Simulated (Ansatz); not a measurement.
**CH2AlN: rigid scan of one bond length**

Wanted for CH2AlN: a rigid scan of one bond length. SMILES: N#[C][AlH2].

All numbers are computed with Ansatz 0.2.0, driven from Python. Level of theory: r2SCAN/cc-pVDZ.

## (1) Starting point

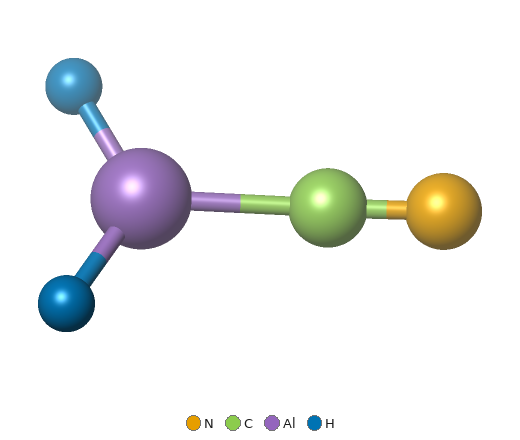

The structure that the script starts from, seen from a chosen angle (nitrogen amber, carbon green, aluminium purple, hydrogen blue).

The script holds or builds the structure itself.

## (2) The code

run_scan.py

```python
# -*- coding: utf-8 -*-
"""Stretching a bond of CH2AlN, the rest held rigid."""

import warnings

import ansatz
from ase import Atoms
import numpy as np

warnings.simplefilter("ignore", ansatz.DeckWarning)

atoms = Atoms(["N", "C", "Al", "H", "H"], positions=[
    [1.441, -1.405, 1.4268],
    [0.7124, -0.711, 0.7386],
    [-0.4514, 0.3868, -0.4078],
    [-1.5963, -0.259, -1.1423],
    [-0.0558, 1.9145, -0.6567],
])
geometry = ansatz.Crystal.molecule_from_ase(atoms)

symbols = [site.symbol for site in geometry.cartesian_sites]
start = np.array([site.position_ang for site in geometry.cartesian_sites])
axis = (start[1] - start[2]) / np.linalg.norm(start[1] - start[2])
moving = [0, 1]
lengths, energies = [1.732, 1.811, 1.889, 1.968, 2.047, 2.126, 2.204, 2.322], []
for length in lengths:
    xyz = start.copy()
    xyz[moving] += (length - np.linalg.norm(start[1] - start[2])) * axis
    point = ansatz.Crystal.molecule()
    for symbol, place in zip(symbols, xyz):
        point = point.atom(symbol, place.tolist())
    calc = (
        point.calculation()
        .basis(gaussian="cc-pVDZ")
        .functional("r2scan")
    )
    r = calc.run(threads=1, pin="off").report
    energies.append(r["free_energy_ev"])
    print(f"r = {length:6.3f} A  E = {energies[-1]:.5f} eV  <S^2> = {abs(r['mean_field']['state']['spin_squared']):.3f}")

# quartic fit about the minimum
fit = np.polynomial.Polynomial.fit(lengths, np.array(energies) - min(energies), 4).convert()
roots = [r.real for r in fit.deriv().roots() if abs(r.imag) < 1e-9 and fit.deriv(2)(r.real) > 0]
r_e = min(roots, key=lambda r: abs(r - lengths[int(np.argmin(energies))]))
print(f"minimum of the fit at {r_e:.4f} A, force constant {fit.deriv(2)(r_e):.2f} eV/A^2")
```

## (3) What the engine is handed

The engine receives this input (first run):

```yaml
crystal:
  periodic: [false, false, false]
  atoms:
    - { symbol: "N", position_ang: [1.301332292002196, -1.2732529559718255, 1.2892204670487346] }
    - { symbol: C, position_ang: [0.5727322920021958, -0.5792529559718256, 0.6010204670487346] }
    - { symbol: Al, position_ang: [-0.4514, 0.3868, -0.4078] }
    - { symbol: H, position_ang: [-1.5963, -0.259, -1.1423] }
    - { symbol: H, position_ang: [-0.0558, 1.9145, -0.6567] }
basis:
  gaussian:
    orbitals: cc-pVDZ
hamiltonian:
  xc: r2scan
```

## (4) The run

Started as:

```sh
$ python run_scan.py
```

The program printed:

```text
r =  1.732 A  E = -9152.71436 eV  <S^2> = 0.000
r =  1.811 A  E = -9153.03224 eV  <S^2> = 0.000
r =  1.889 A  E = -9153.18285 eV  <S^2> = 0.000
r =  1.968 A  E = -9153.21433 eV  <S^2> = 0.000
r =  2.047 A  E = -9153.15733 eV  <S^2> = 0.000
r =  2.126 A  E = -9153.03698 eV  <S^2> = 0.000
r =  2.204 A  E = -9152.87451 eV  <S^2> = 0.000
r =  2.322 A  E = -9152.57593 eV  <S^2> = 0.000
minimum of the fit at 1.9523 A, force constant 15.21 eV/A^2
```

It took 13 s on 1 thread of Arm Neoverse V2, shared host; peak memory 0.18 GiB.

## (5) What changed from run to run

The engine's inputs for some of the other runs:

Run 2, against run 1:

```diff
@@ -4,2 +4,2 @@
-    - { symbol: "N", position_ang: [1.301332292002196, -1.2732529559718255, 1.2892204670487346] }
-    - { symbol: C, position_ang: [0.5727322920021958, -0.5792529559718256, 0.6010204670487346] }
+    - { symbol: "N", position_ang: [1.3480450235658064, -1.317316572323889, 1.3352347955111192] }
+    - { symbol: C, position_ang: [0.6194450235658064, -0.6233165723238892, 0.6470347955111191] }
```

Run 4, against run 1:

```diff
@@ -4,2 +4,2 @@
-    - { symbol: "N", position_ang: [1.301332292002196, -1.2732529559718255, 1.2892204670487346] }
-    - { symbol: C, position_ang: [0.5727322920021958, -0.5792529559718256, 0.6010204670487346] }
+    - { symbol: "N", position_ang: [1.4408791862934882, -1.4048860377324208, 1.4266809925819341] }
+    - { symbol: C, position_ang: [0.7122791862934882, -0.7108860377324207, 0.738480992581934] }
```

Run 6, against run 1:

```diff
@@ -4,2 +4,2 @@
-    - { symbol: "N", position_ang: [1.301332292002196, -1.2732529559718255, 1.2892204670487346] }
-    - { symbol: C, position_ang: [0.5727322920021958, -0.5792529559718256, 0.6010204670487346] }
+    - { symbol: "N", position_ang: [1.5343046494207093, -1.493013270436548, 1.5187096495067032] }
+    - { symbol: C, position_ang: [0.8057046494207092, -0.7990132704365479, 0.830509649506703] }
```

## (6) The engine's runs

One row for each of the 8 runs:

| run | distance (Å) | energy from run 4 (eV) | SCF cycles | CPU time (s) |
| --- | --- | --- | --- | --- |
| 1 | 1.73 | 0.5000 | 16 | 1.7 |
| 2 | 1.81 | 0.1821 | 16 | 1.6 |
| 3 | 1.89 | 0.0315 | 16 | 1.6 |
| 4 | 1.97 | 0.0000 | 16 | 1.6 |
| 5 | 2.05 | 0.0570 | 15 | 1.5 |
| 6 | 2.13 | 0.1773 | 15 | 1.5 |
| 7 | 2.20 | 0.3398 | 15 | 1.5 |
| 8 | 2.32 | 0.6384 | 15 | 1.5 |

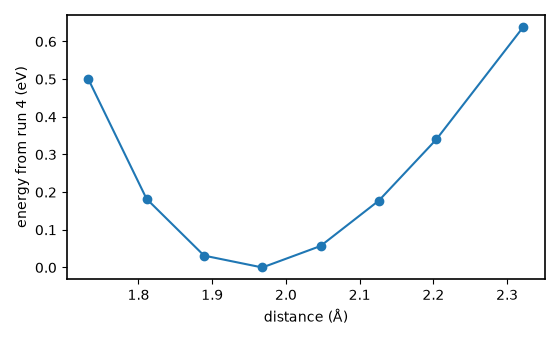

Energy against distance; lines join the points.

## (7) Outcome

| quantity | value |
| --- | --- |
| bond length at the fit's minimum | 1.9523 Å |
| runs compared | 8 |
| range of energy | 0.638 eV |
| lowest point, distance (Å) | 1.97 |

What this shows: The lowest point, at 1.97, lies inside the range. The ends stand 0.5 and 0.638 eV above it. The distance scanned is the script's pair 2, 1. The rest of the molecule is held rigid at a force-field or estimated start geometry, and the basis set is modest; single-reference methods fail as a bond breaks. The orbitals are restricted, so S² is zero by construction.
